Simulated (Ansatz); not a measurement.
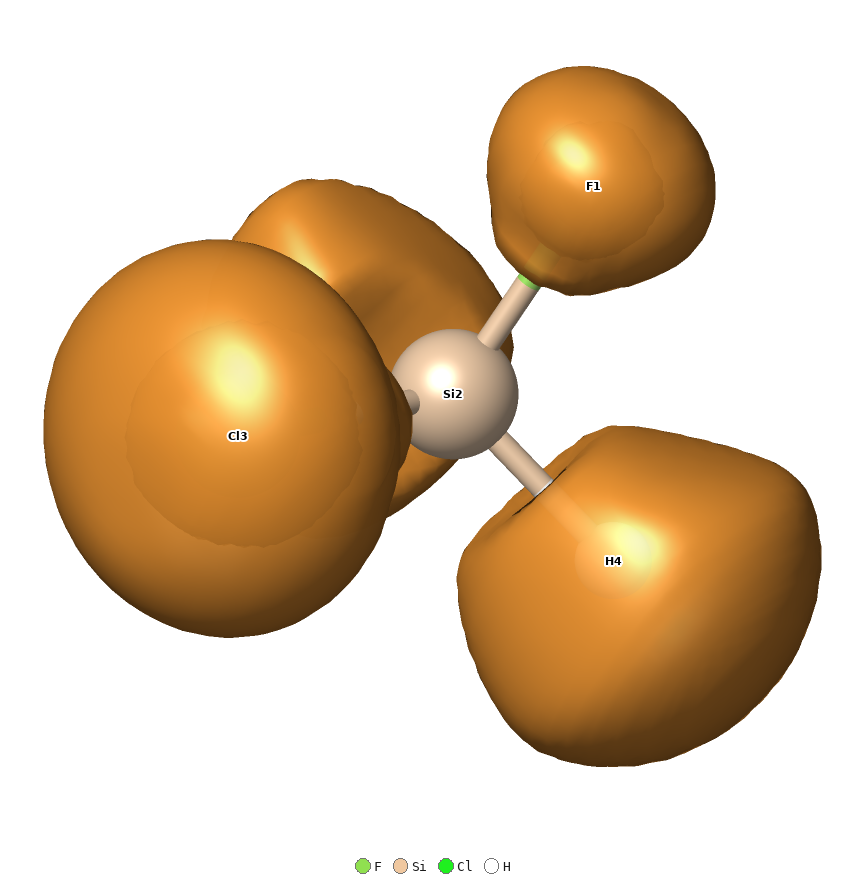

*ClFHSi (SMILES F[SiH]Cl) (doublet). Isosurface of the electron localisation function at 0.8 (orange), seen at a tilt. Core shells and regions of very low density are left out.*

Not at a stationary point (largest force 1.5 eV/Å).

These are results of SCF hf, Gaussian basis (Ansatz), not measurements.

Describe the localisation domains.

The surface consists of one region around a hydrogen nucleus, one region on Cl in which the atom's valence shell and bonds are merged, one lobe on Si, pointing away from the bonds (non-bonding electrons) and one region wrapped around F (its lone pairs, merged into a ring or cap).

Values along the shortest contacts:
Si–F (1.62 Å): the ELF peaks at about 0.85 in the valence shell of F, 0.6 Å from its nucleus, and is about 0.50 at the midpoint. Si–Cl (2.01 Å): the ELF peaks at about 0.90 between the atoms: a polar covalent bond.
